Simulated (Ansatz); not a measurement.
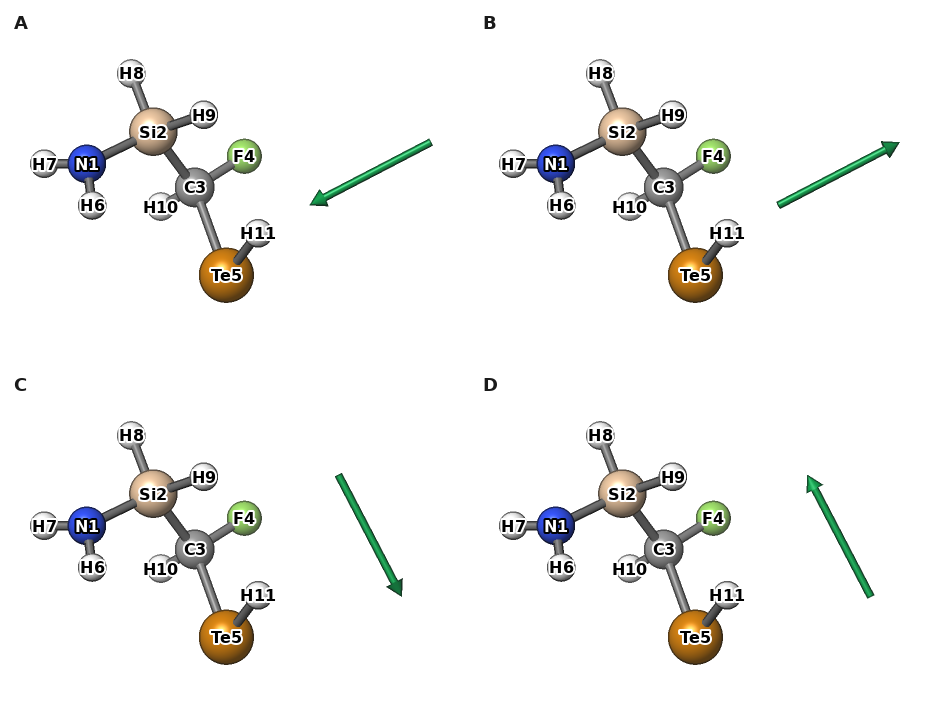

The same molecule four times, each with an arrow. Computed geometry: PBE-D4/def2-SVP optimisation. No frequency run is at hand to confirm it as a minimum. Level of theory: RKS PBE-D4/def2-SVP, core potentials on Te (Ansatz 0.2.0).

**Which arrow points along the dipole moment, from the negative to the positive end?**

A. The dipole moment is 2.34 D; it points from the side of F4 to the side of H7 (the outermost atoms at the two ends).
